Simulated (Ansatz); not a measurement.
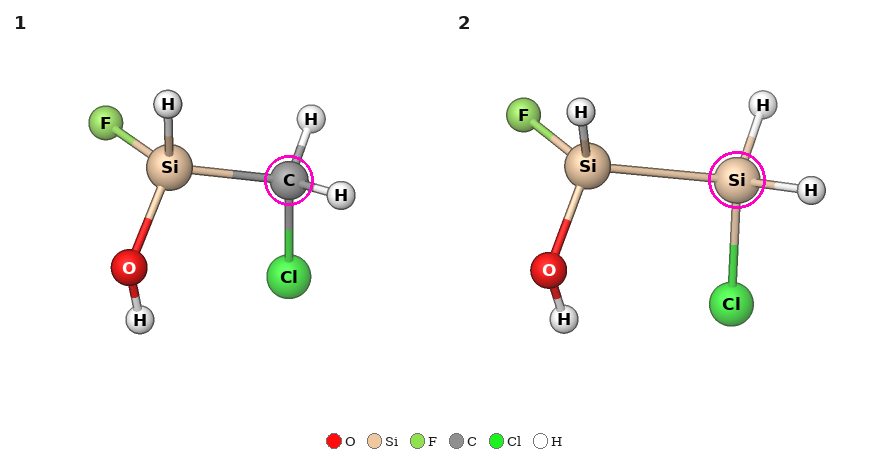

2 molecules with one skeleton, seen from the same side and at one scale; the atom that differs is circled. Each species is neutral and a spin singlet. Computed geometries: PBE0-D4/def2-TZVP optimisations, one conformation each. Properties computed with Ansatz 0.2.0.

One atom differs, called X below: C in panel 1, Si in panel 2. Their formulas are CH4ClFOSi (`O[Si@H](F)CCl`), ClFH4OSi2 (`O[Si@H](F)[SiH2]Cl`).

**In which is the mean length of X–H larger (PBE0-D4/def2-TZVP)?**

In panel 2 (X = Si).

**In which is the dipole moment larger (ωB97M-V/def2-TZVPP)?**

In panel 1 (X = C).

Give the values. With PBE0-D4/def2-TZVP: length of X–Cl (Å), mean length of X–H (Å), length of X–Si (Å), angle Si–X–Cl (°), harmonic zero-point energy (kJ/mol). With PBE0-D4/def2-SVP: HOMO energy (Kohn–Sham orbital) (eV), HOMO–LUMO gap (eV). With ωB97M-V/def2-TZVPP: dipole moment (D).

```
                            quantity  1 (C)  2 (Si)   2 − 1
                  length of X–Cl (Å)  1.791   2.075  +0.284
              mean length of X–H (Å)  1.091   1.484  +0.393
                  length of X–Si (Å)  1.874   2.352  +0.478
                   angle Si–X–Cl (°)  108.8   104.1    −4.7
HOMO energy (Kohn–Sham orbital) (eV)  −8.30   −8.13   +0.17
                  HOMO–LUMO gap (eV)   8.69    7.40   −1.29
                   dipole moment (D)   1.69    1.26   −0.43
 harmonic zero-point energy (kJ/mol)  144.4   119.6   −24.8
```
